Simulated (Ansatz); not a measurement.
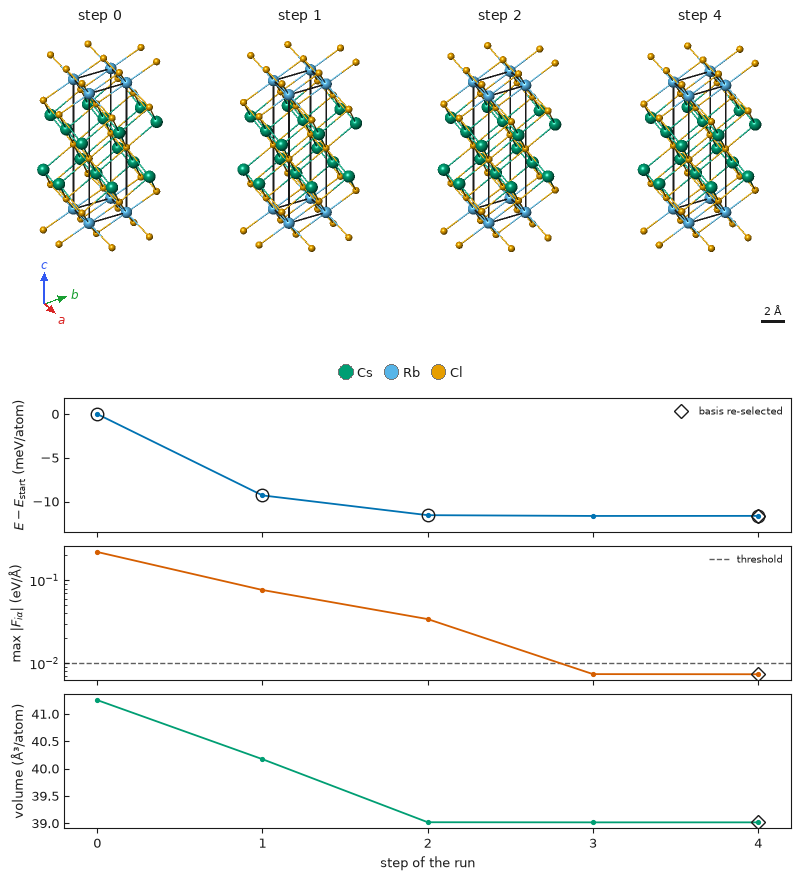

Frames of a relaxation of a crystal of Cs2RbCl3 (built on the K2NaCl3-164 type type), marked on the history of the run. The picture is a ball-and-stick view of the cell of the calculation, seen slightly off an axis.

All numbers below come from DFT, PBEsol, plane waves, PAW (Ansatz). (plane-wave cutoff 420 eV; k-point mesh 6 × 6 × 2; occupations fermi dirac; smearing width 0.03 eV; no spin polarisation; cell and atoms relaxed; force threshold 0.01 eV/Å; at most 120 steps)

Describe the path.

The largest moves relative to the cell, 0.14 Å, are those of Cl atoms. Largest moves by element: Cl 0.14 Å, Cs 0.08 Å. Rb stays in place. The drawn cell changes as follows: a = b 4.871 → 4.787 Å (−1.7 %), c 12.047 → 11.795 Å (−2.1 %); the volume changes by −5.4 %. Some distances before and after: Cl–Cs 3.544 → 3.432 Å, Cl–Rb 3.298 → 3.312 Å. Bond angles that change, for instance: Cs–Cl–Rb 174.2° → 177.0°, Cl–Rb–Cl 84.8° → 87.4°, Cl–Rb–Cl 95.2° → 92.6°. The space group stays P-3m1 (No. 164). After 3 accepted moves (4 points after the start) the energy has fallen by 11.6 meV per atom. Largest force component: 0.22 eV/Å at the start, 0.0074 eV/Å at the end. Pressure: −0.78 GPa at the start and −0.03 GPa at the end. At 1 point the geometry stayed and the basis and grid were re-selected for the new cell (energy shift of less than 0.05 meV per atom at most each time). The run took 10 s on 2 threads of AMD EPYC 7R13 Processor (Zen 3), on a shared host, peak memory 0.69 GiB. From step 0 to 1: Cl atoms move most (0.09 Å), volume −2.6 %, energy −9.3 meV per atom. From step 1 to 2: Cl atoms move most (0.06 Å), volume −2.9 %, energy −2.3 meV per atom. From step 2 to 4: energy −0.1 meV per atom.
